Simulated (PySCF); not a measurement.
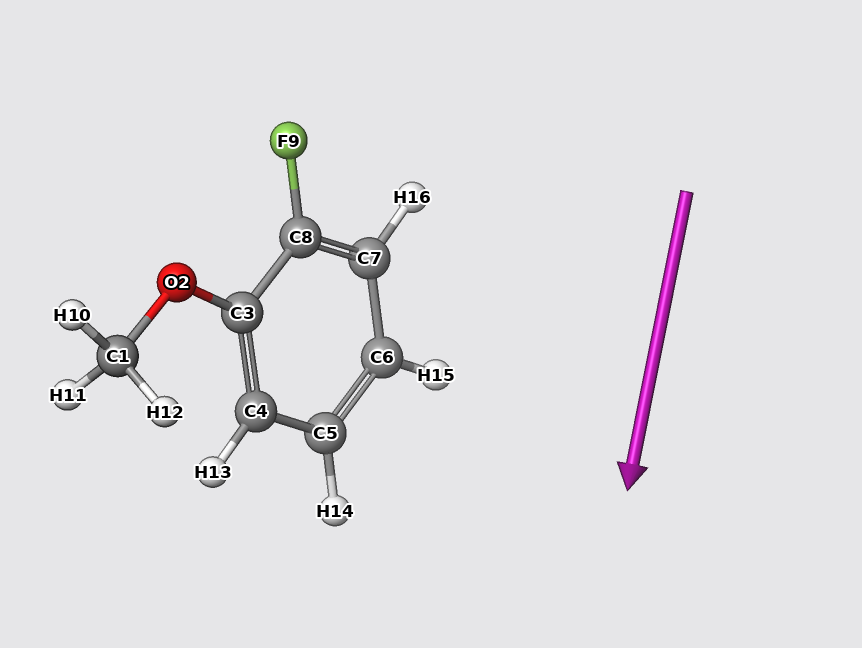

The arrow beside the molecule shows the direction of the dipole moment, from the negative to the positive end (its length means nothing). The computed structure is the end point of a GFN2-xTB optimisation. No frequency run is at hand to confirm it as a minimum. Method: ωB97X-D/def2-SVPD, gas phase (PySCF 2.14.0).

### How large is the dipole moment?

2.62 D; it points from the side of F9 to the side of H13, H14 (the outermost atoms at the two ends).
